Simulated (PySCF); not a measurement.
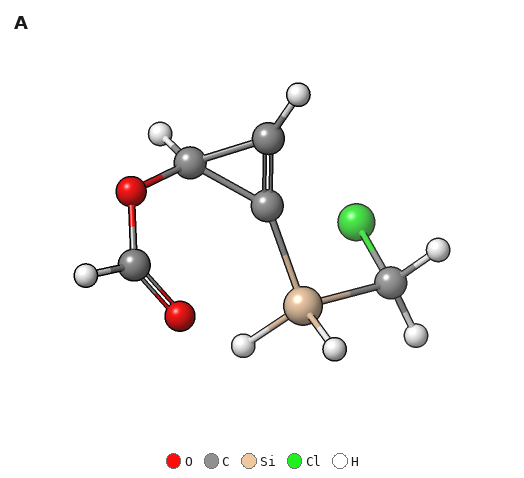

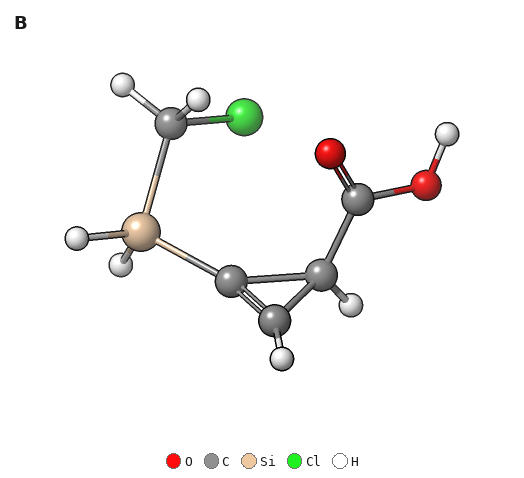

2 stationary structures of one formula. Geometries: GFN2-xTB. Electronic energies: PBE0/pcSseg-1 (PySCF 2.14.0), without zero-point energy. No frequency run is at hand to confirm each as a minimum. Each is one conformer, not always the lowest.

### Which structure is the most stable?

B is lowest; A lies 15.1 kcal/mol above it. A is `O=CO[C@H]1C=C1[SiH2]CCl`, B is `O=C(O)[C@H]1C=C1[SiH2]CCl`.

The geometry is semi-empirical. Around Si such bond lengths and angles can be off by a tenth of an ångström or more and by several degrees, and values that hang on the shape move with them.
